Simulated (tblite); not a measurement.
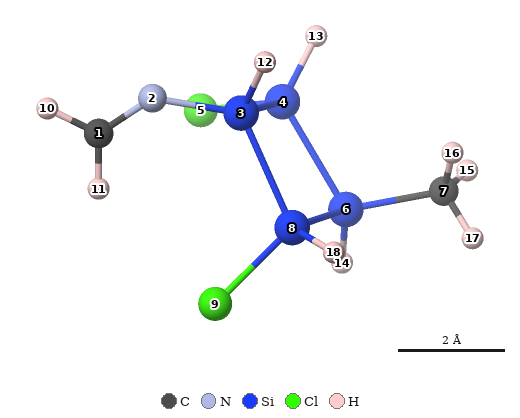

Fig. 1: The input geometry (ball-and-stick view, seen at a tilt; atoms are numbered from 1 in the order of the input). Bond lengths as drawn: Cl–Si 2.05 to 2.06 Å, C–H 1.09 Å, C–N 1.25 Å, C–Si 1.91 Å, H–Si 1.47 to 1.48 Å, N–Si 1.71 Å and Si–Si 2.38 to 2.39 Å.

## C2H9Cl2NSi4: frequency calculation

- system: C2H9Cl2NSi4
- method: GFN2-xTB harmonic vibrations, gas phase (tblite 0.8.0)

It belongs to a series of runs on one base structure; here: H on Si replaced by N=CH2.

The program's output:
```
mode    cm-1     km/mol
  1      22.4      0.17
  2      42.8      1.97
  3      56.2      1.63
  4      71.1      2.48
  5      87.3      2.90
  6      98.2      0.47
  7     101.9      9.27
  8     128.3      1.81
  9     132.0      0.16
 10     136.3      1.15
 11     175.8      0.64
 12     240.0      1.46
 13     302.8      7.92
 14     314.1     28.67
 15     321.5      4.94
 16     331.5      0.44
 17     343.6     15.77
 18     368.8      2.00
 19     437.8     59.33
 20     461.2     89.66
 21     482.3     59.40
 22     509.4      5.58
 23     526.0    275.18
 24     542.0    373.46
 25     600.8     74.01
 26     622.0    167.46
 27     637.9     84.53
 28     674.1     60.69
 29     733.9     54.37
 30     781.7     25.30
 31     800.1     90.33
 32     824.8     83.32
 33     971.1      7.46
 34    1138.0      9.79
 35    1374.1      8.81
 36    1449.6      6.91
 37    1495.7      1.33
 38    1496.1      0.33
 39    1693.2     62.01
 40    2122.0    180.46
 41    2139.3    344.26
 42    2155.3    256.78
 43    2184.8    415.02
 44    2901.4     43.84
 45    2979.9     29.42
 46    3036.8     31.94
 47    3042.0     21.67
 48    3046.2      0.98
```

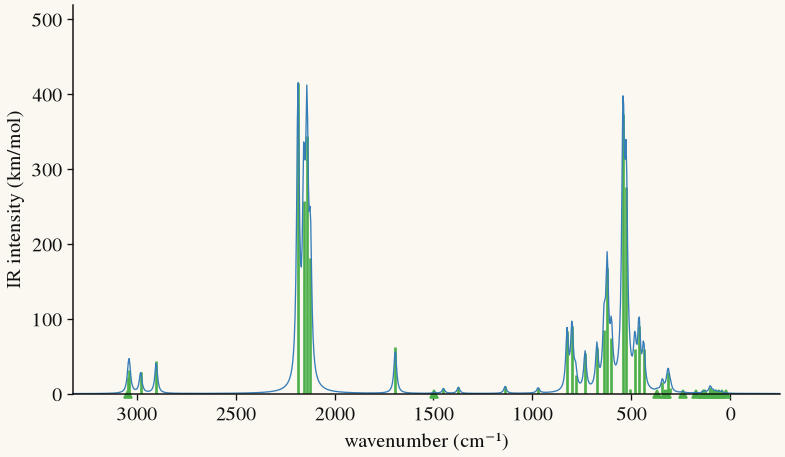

Fig. 2: Harmonic infrared spectrum, unscaled: sticks (degenerate modes added up, dark ones marked on the axis) with a Lorentzian envelope of 16 cm⁻¹ full width, scaled to the tallest stick. 48 modes from 22 to 3046 cm⁻¹, none imaginary. The strongest line is at 2185 cm⁻¹ (415 km/mol).

The run was set up as follows.

The input:
```
{"job": {"kind": "ir", "xc": "GFN2-xTB", "basis": "xTB"}, "charge": 0, "multiplicity": 1}
C     -3.574677    -0.676659     0.139097
N     -2.766550    -0.431781     1.065773
Si    -1.058254    -0.373989     1.192415
Si    -0.187774     1.644172     0.266758
Cl    -1.555689     2.512181    -0.996572
Si     1.462925     0.414975    -0.941130
C      3.163728     0.590186    -0.096603
Si     0.403532    -1.604725    -0.238366
Cl    -0.654445    -2.478810    -1.780145
H     -4.638258    -0.543438     0.318194
H     -3.299452    -1.033542    -0.855302
H     -0.927942    -0.607603     2.635881
H      0.161169     2.759191     1.156891
H      1.714253     0.706870    -2.366122
H      3.566073     1.592662    -0.201057
H      3.089411     0.378324     0.965896
H      3.892432    -0.096597    -0.515326
H      1.200758    -2.745100     0.238061
```

The first line tells a small driver script what to run in tblite; the rest is the geometry in Å.

Run as:
```bash
OMP_NUM_THREADS=1 python <driver script> task.json out
```

Results in brief:

```csv
quantity,value
outcome,converged
total energy,−757.2193 eV
zero-point energy,64.5220 kcal/mol
hardware,"1 CPU thread, shared host"
wall time,2.7 s
peak memory,0.18 GiB
```
